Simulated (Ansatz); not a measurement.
PbS (rock salt), conventional cell a = 6.009 Å, b = 6.009 Å, c = 6.009 Å, α = 90.00°, β = 90.00°, γ = 90.00°. The calculation uses the primitive cell of 2 atoms, to which meshes and values per cell refer.

This relaxed cell (volume V₀) is scaled evenly in all directions, its shape held. Symmetry pins the atoms to their sites.

The numbers are results of PBE (plane waves to 420 eV, PAW, scalar-relativistic; Ansatz, a program for electronic structure), not measurements. k mesh 10×10×10 (Γ-centred), Fermi-Dirac smearing 0.05 eV. The energy includes the smearing's −TS. PbS was relaxed with its symmetry unable to fall. Spin-orbit coupling is left out, though Pb is heavy. The zero of ΔE is the relaxed starting cell.

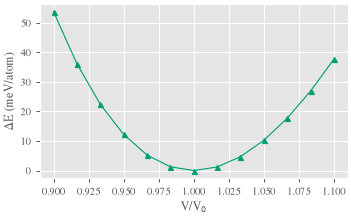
*ΔE (meV/atom) against V/V₀; markers are the computed points, lines only join them.*

Problem. What is ΔE at V/V₀ = 1.100?

Solution. About 38 meV/atom.

Problem. What is ΔE at V/V₀ = 0.900?

Solution. About 54 meV/atom.

Problem. What bulk modulus B₀ follows from a third-order Birch-Murnaghan fit?

Solution. About 53 GPa.

(Under strain, the slope of the energy per volume gives the stress and its curvature an elastic modulus.)
